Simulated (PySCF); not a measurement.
## Geometry relaxation of C4H5ClOSi

- system: C4H5ClOSi
- method: PBE0-D3(BJ)/def2-SVP geometry optimisation, gas phase (PySCF 2.14.0)

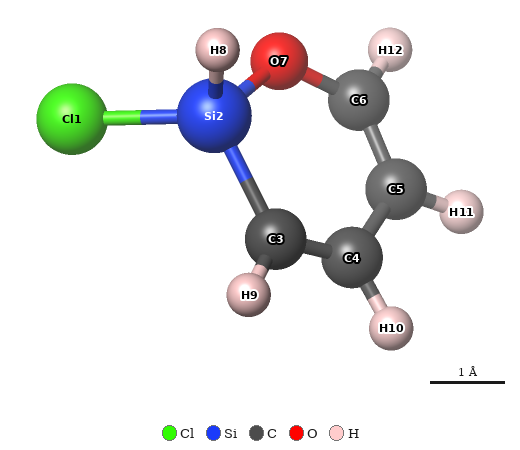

*The input geometry (ball-and-stick view, seen at a tilt; atoms are numbered from 1 in the order of the input).*

Bond lengths as drawn: Cl–Si 2.03 Å, C–C 1.29 to 1.46 Å, C–H 1.08 to 1.10 Å, C–O 1.35 Å, C–Si 1.88 Å, H–Si 1.46 Å and O–Si 1.64 Å.

## The input
```
{"job": {"xc": "PBE0", "basis": "def2-SVP", "d3": "d3bj", "grid": 1, "shake": 0.01, "kind": "geom"}, "charge": 0, "multiplicity": 1}
Cl     2.937480    -0.510490    -1.237400
Si     1.555020    -0.277190     0.230720
C      0.489930     1.259260     0.086110
C     -0.786010     1.126230    -0.061320
C     -1.499430    -0.150670    -0.136380
C     -0.869150    -1.319700    -0.080550
O      0.462920    -1.483720     0.069980
H      2.234520    -0.522030     1.503330
H      0.929900     2.260610     0.140880
H     -1.452390     1.998170    -0.135820
H     -2.577010    -0.142280    -0.235400
H     -1.386070    -2.266480    -0.153170
```

The first line tells a small driver script what to run in PySCF; the rest is the geometry in Å.

Hardware: 1 CPU thread, shared host.

Run as:
```bash
OMP_NUM_THREADS=1 python <driver script> task.json out
```

## The program's output
```
step   0  E = -979.47523756  max force = 0.089072
step   1  E = -979.48423005  max force = 0.021004
step   2  E = -979.48494559  max force = 0.005920
step   3  E = -979.48489633  max force = 0.007645
step   4  E = -979.48514382  max force = 0.002724
step   5  E = -979.48516287  max force = 0.000439
step   6  E = -979.48518391  max force = 0.001442
step   7  E = -979.48521895  max force = 0.001581
step   8  E = -979.48523988  max force = 0.000831
step   9  E = -979.48524607  max force = 0.000170
optimisation converged
```

## Trajectory as extended XYZ (Å, eV, eV/Å), 10 frames, from step=0 to step=9
```
12
Properties=species:S:1:pos:R:3:forces:R:3 step=0 energy=-26652.87879
Cl    2.9375   -0.5105   -1.2374    0.5300   0.0899  -0.5150
Si    1.5550   -0.2772    0.2307   -0.1137   1.4398   0.3095
C     0.4899    1.2593    0.0861    4.5803   0.1951   0.5680
C    -0.7860    1.1262   -0.0613   -4.3890  -0.7074  -0.4607
C    -1.4994   -0.1507   -0.1364    0.1518   1.0891   0.0261
C    -0.8691   -1.3197   -0.0805    0.7836  -0.8702   0.0204
O     0.4629   -1.4837    0.0700   -1.5368  -0.9734  -0.1482
H     2.2345   -0.5220    1.5033    0.3483   0.1180   0.3176
H     0.9299    2.2606    0.1409   -0.0020   0.0079  -0.0296
H    -1.4524    1.9982   -0.1358    0.1971   0.0717   0.0084
H    -2.5770   -0.1423   -0.2354   -0.2884  -0.0501  -0.0744
H    -1.3861   -2.2665   -0.1532   -0.2613  -0.4104  -0.0221
12
Properties=species:S:1:pos:R:3:forces:R:3 step=1 energy=-26653.12348
Cl    5.1788   -0.2081   -2.3202   -0.2657  -0.0429   0.2158
Si    3.7887   -0.0832   -0.7661   -0.0067   0.0315  -0.2221
C     2.7542    1.4254   -0.8747   -0.8605  -0.2511   0.0541
C     1.3982    1.2744   -1.0645    1.0800   0.1115   0.0234
C     0.7189    0.0176   -1.2321   -0.0590  -0.2484  -0.0007
C     1.3483   -1.1811   -1.1528   -0.1810   0.1630   0.0727
O     2.6408   -1.3383   -0.8813    0.3802   0.1391  -0.0406
H     4.5862   -0.3264    0.4610   -0.0469  -0.0261  -0.0326
H     3.1504    2.4380   -0.7746    0.0668   0.0438  -0.0049
H     0.7862    2.1784   -1.1147   -0.1197   0.0612  -0.0167
H    -0.3550    0.0120   -1.4217   -0.0086   0.0057  -0.0236
H     0.8131   -2.1294   -1.2723    0.0210   0.0127  -0.0249
12
Properties=species:S:1:pos:R:3:forces:R:3 step=2 energy=-26653.14295
Cl    5.1425   -0.2021   -2.3286   -0.1126  -0.0164   0.0861
Si    3.7857   -0.0711   -0.7603    0.0606  -0.0740  -0.1005
C     2.7456    1.4264   -0.8516   -0.3044  -0.0358   0.0466
C     1.4072    1.2690   -1.0694    0.2591   0.1880  -0.0192
C     0.7207    0.0118   -1.2386    0.0919  -0.0994   0.0235
C     1.3563   -1.1795   -1.1424   -0.1009  -0.0218  -0.0655
O     2.6531   -1.3304   -0.8780    0.1027   0.0686   0.0056
H     4.5879   -0.3309    0.4570    0.0062   0.0108   0.0105
H     3.1428    2.4407   -0.7511    0.0124  -0.0087  -0.0010
H     0.7872    2.1709   -1.1346   -0.0366  -0.0110  -0.0076
H    -0.3501    0.0054   -1.4469    0.0156   0.0105   0.0113
H     0.8301   -2.1311   -1.2698    0.0061  -0.0108   0.0101
12
Properties=species:S:1:pos:R:3:forces:R:3 step=3 energy=-26653.14162
Cl    5.1050   -0.1969   -2.3338    0.0295   0.0152  -0.0416
Si    3.7793   -0.0626   -0.7526    0.0038  -0.1128   0.0161
C     2.7303    1.4305   -0.8281    0.2043   0.2344   0.0476
C     1.4061    1.2813   -1.0756   -0.0854  -0.2315  -0.0160
C     0.7465    0.0055   -1.2459   -0.3931   0.0186  -0.0883
C     1.3656   -1.1921   -1.1453    0.1558   0.2477  -0.0200
O     2.6641   -1.3299   -0.8752    0.0482  -0.1427   0.0545
H     4.5899   -0.3261    0.4580    0.0196   0.0395   0.0168
H     3.1326    2.4431   -0.7248    0.0196  -0.0114   0.0202
H     0.7711    2.1740   -1.1542    0.0293  -0.0742  -0.0002
H    -0.3216   -0.0033   -1.4645   -0.0428  -0.0010   0.0015
H     0.8402   -2.1443   -1.2721    0.0113   0.0182   0.0095
12
Properties=species:S:1:pos:R:3:forces:R:3 step=4 energy=-26653.14835
Cl    5.1072   -0.1957   -2.3341    0.0246   0.0052  -0.0310
Si    3.7838   -0.0636   -0.7501   -0.0086   0.0040   0.0202
C     2.7312    1.4310   -0.8247    0.1195   0.0194   0.0158
C     1.4068    1.2716   -1.0760   -0.1401  -0.0178  -0.0215
C     0.7323    0.0043   -1.2531    0.0491   0.0240  -0.0034
C     1.3693   -1.1839   -1.1499   -0.0281  -0.0423  -0.0061
O     2.6661   -1.3290   -0.8730   -0.0268  -0.0005   0.0198
H     4.5973   -0.3193    0.4614    0.0040   0.0181  -0.0020
H     3.1302    2.4443   -0.7195   -0.0054  -0.0034   0.0178
H     0.7731    2.1636   -1.1536    0.0094   0.0006   0.0001
H    -0.3366   -0.0053   -1.4694    0.0034  -0.0042  -0.0015
H     0.8482   -2.1388   -1.2722   -0.0011  -0.0032  -0.0083
12
Properties=species:S:1:pos:R:3:forces:R:3 step=5 energy=-26653.14887
Cl    5.1077   -0.1915   -2.3350   -0.0002  -0.0013  -0.0071
Si    3.7832   -0.0621   -0.7493   -0.0012  -0.0037   0.0045
C     2.7315    1.4325   -0.8224    0.0008  -0.0226  -0.0008
C     1.4058    1.2693   -1.0756   -0.0189   0.0218  -0.0134
C     0.7337    0.0021   -1.2563    0.0102  -0.0029  -0.0020
C     1.3686   -1.1872   -1.1501    0.0098   0.0097  -0.0137
O     2.6651   -1.3289   -0.8690    0.0025  -0.0045   0.0215
H     4.5987   -0.3119    0.4619    0.0041   0.0021  -0.0016
H     3.1285    2.4461   -0.7131   -0.0094  -0.0021   0.0119
H     0.7721    2.1610   -1.1535   -0.0042   0.0022   0.0032
H    -0.3344   -0.0079   -1.4765    0.0007   0.0017  -0.0010
H     0.8483   -2.1423   -1.2753    0.0057  -0.0006  -0.0015
12
Properties=species:S:1:pos:R:3:forces:R:3 step=6 energy=-26653.14944
Cl    5.1038   -0.1850   -2.3360   -0.0099  -0.0024   0.0079
Si    3.7837   -0.0591   -0.7450   -0.0110   0.0039  -0.0066
C     2.7263    1.4314   -0.8157   -0.0575   0.0078  -0.0131
C     1.4008    1.2685   -1.0771    0.0742  -0.0088  -0.0003
C     0.7365   -0.0014   -1.2647   -0.0136  -0.0019   0.0008
C     1.3738   -1.1890   -1.1520    0.0103   0.0059  -0.0204
O     2.6684   -1.3287   -0.8612    0.0074   0.0036   0.0210
H     4.6036   -0.3013    0.4645    0.0040  -0.0065  -0.0027
H     3.1197    2.4454   -0.6986   -0.0019   0.0050   0.0098
H     0.7655    2.1589   -1.1556   -0.0022  -0.0024   0.0061
H    -0.3301   -0.0152   -1.4923   -0.0003  -0.0042  -0.0030
H     0.8568   -2.1454   -1.2804    0.0006   0.0001   0.0005
12
Properties=species:S:1:pos:R:3:forces:R:3 step=7 energy=-26653.15039
Cl    5.0901   -0.1706   -2.3357   -0.0044   0.0003   0.0082
Si    3.7824   -0.0482   -0.7339   -0.0056   0.0210  -0.0007
C     2.7144    1.4354   -0.7985   -0.0552  -0.0040  -0.0308
C     1.3946    1.2631   -1.0815    0.0813  -0.0081   0.0167
C     0.7443   -0.0117   -1.2854   -0.0348  -0.0023  -0.0006
C     1.3860   -1.1954   -1.1590    0.0305   0.0132  -0.0043
O     2.6764   -1.3258   -0.8438   -0.0022  -0.0036   0.0147
H     4.6121   -0.2788    0.4709    0.0010  -0.0172  -0.0026
H     3.0978    2.4511   -0.6644   -0.0045   0.0042   0.0048
H     0.7520    2.1481   -1.1609   -0.0043  -0.0012   0.0046
H    -0.3184   -0.0327   -1.5296   -0.0004  -0.0035  -0.0088
H     0.8772   -2.1554   -1.2923   -0.0014   0.0012  -0.0011
12
Properties=species:S:1:pos:R:3:forces:R:3 step=8 energy=-26653.15096
Cl    5.0804   -0.1548   -2.3312   -0.0009   0.0047   0.0085
Si    3.7814   -0.0357   -0.7218    0.0036   0.0201  -0.0003
C     2.7017    1.4395   -0.7845   -0.0259  -0.0039  -0.0233
C     1.3878    1.2569   -1.0856    0.0427  -0.0044   0.0147
C     0.7512   -0.0222   -1.3057   -0.0178  -0.0026   0.0035
C     1.3998   -1.2008   -1.1657    0.0201   0.0018   0.0018
O     2.6848   -1.3213   -0.8257   -0.0123  -0.0035   0.0056
H     4.6183   -0.2600    0.4790   -0.0029  -0.0130  -0.0007
H     3.0729    2.4576   -0.6345   -0.0022   0.0027  -0.0006
H     0.7375    2.1363   -1.1648   -0.0037  -0.0006   0.0011
H    -0.3068   -0.0516   -1.5689    0.0010  -0.0017  -0.0080
H     0.8999   -2.1647   -1.3047   -0.0017   0.0002  -0.0022
12
Properties=species:S:1:pos:R:3:forces:R:3 step=9 energy=-26653.15113
Cl    5.0791   -0.1413   -2.3230    0.0007   0.0065   0.0081
Si    3.7806   -0.0260   -0.7127    0.0088   0.0059  -0.0028
C     2.6928    1.4429   -0.7782   -0.0025  -0.0007  -0.0049
C     1.3827    1.2520   -1.0886    0.0034   0.0007   0.0059
C     0.7556   -0.0301   -1.3181   -0.0023  -0.0040   0.0025
C     1.4095   -1.2048   -1.1702    0.0035  -0.0024   0.0033
O     2.6907   -1.3176   -0.8144   -0.0072  -0.0017  -0.0018
H     4.6187   -0.2489    0.4873   -0.0043  -0.0037   0.0026
H     3.0549    2.4629   -0.6197    0.0005   0.0008  -0.0044
H     0.7267    2.1273   -1.1678   -0.0018  -0.0008  -0.0025
H    -0.2989   -0.0655   -1.5946    0.0011  -0.0001  -0.0041
H     0.9164   -2.1715   -1.3140    0.0002  -0.0006  -0.0018
```

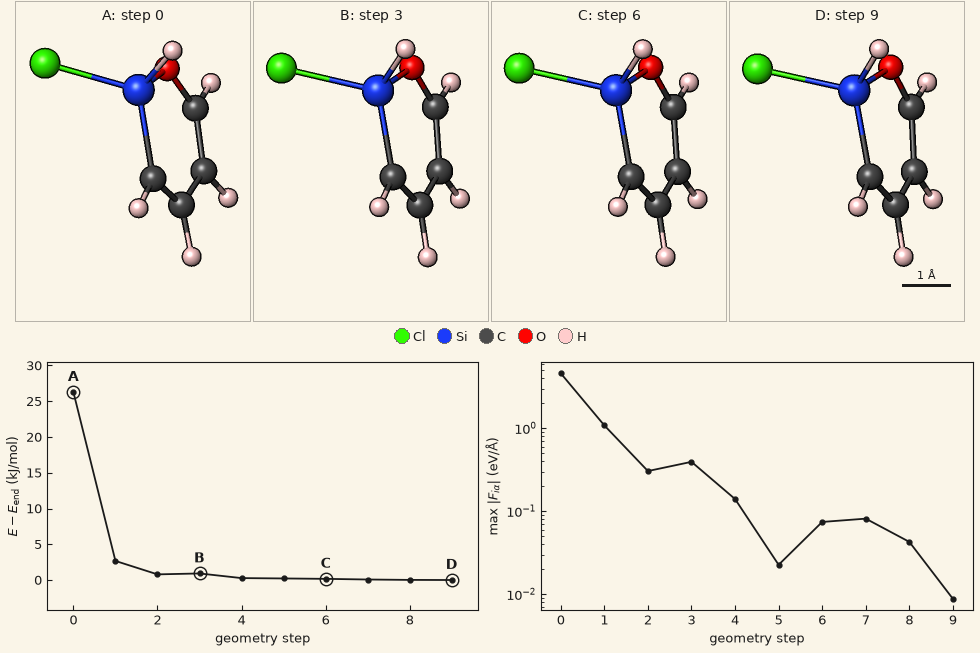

*Frames of the relaxation (ball-and-stick view, seen at a tilt) above the curves, on which the letters mark them (steps are counted from 0).*

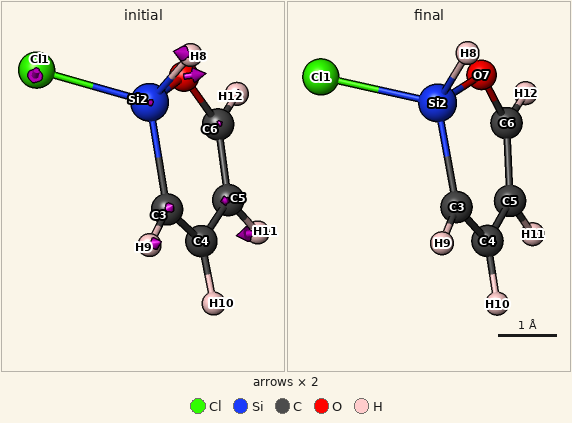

*Before (left) and after (right) the relaxation, at one scale (ball-and-stick view, seen at a tilt). The pink arrows give the displacements, magnified 2 times.*

The energy falls by 26.3 kJ/mol in 9 geometry steps. Largest force component: 4.6 eV/Å at the start, 0.0088 eV/Å at the end. The atom that moves furthest after the best rigid fit is H11 (0.22 Å). By element the largest moves are H 0.22 Å, Cl 0.21 Å, O 0.21 Å, C 0.10 Å, Si 0.05 Å. Among the contacts that change: C3–C4 1.291 → 1.360 Å, Si2–O7 1.635 → 1.693 Å, Si2–C3 1.875 → 1.829 Å, Cl1–Si2 2.030 → 2.072 Å. Among the angles that change: C3–C4–H10 121.6° → 118.7°, C5–C4–H10 113.1° → 115.9°, Cl1–Si2–C3 115.2° → 112.9°. (Atoms are counted from 1 in the order of the input.)

## Results in brief

```csv
quantity,value
outcome,converged
total energy,−979.485246 hartree
dipole moment,2.13 D
point group,C1
wall time,78 s
peak memory,0.52 GiB
```
